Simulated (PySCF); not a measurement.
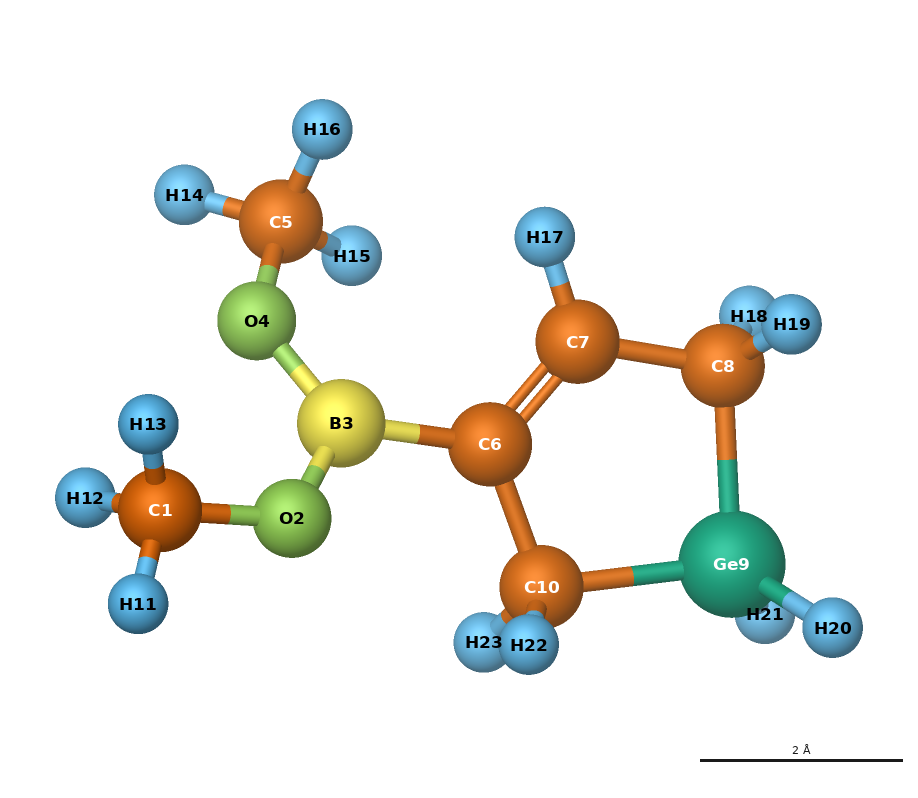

The geometry was computed by an optimisation with PBE0-D3(BJ)/def2-SVP. No frequency run is at hand to confirm it as a minimum.

> What is the geometry at B3?

B3 has 3 neighbours (O2 at 1.36, O4 at 1.36, C6 at 1.57 Å); the arrangement is trigonal planar.

> What is the geometry at O2?

O2 has 2 neighbours (C1 at 1.40, B3 at 1.36 Å); the arrangement is bent.

> What is the geometry at C8?

C8 has 4 neighbours (C7 at 1.50, Ge9 at 1.97, H18 at 1.10, H19 at 1.10 Å); the arrangement is tetrahedral.

> What is the geometry at C10?

C10 has 4 neighbours (C6 at 1.52, Ge9 at 1.97, H22 at 1.10, H23 at 1.10 Å); the arrangement is tetrahedral.

> What is the dihedral angle C6–C7–C8–Ge9?

1° in size, that is syn (eclipsed).
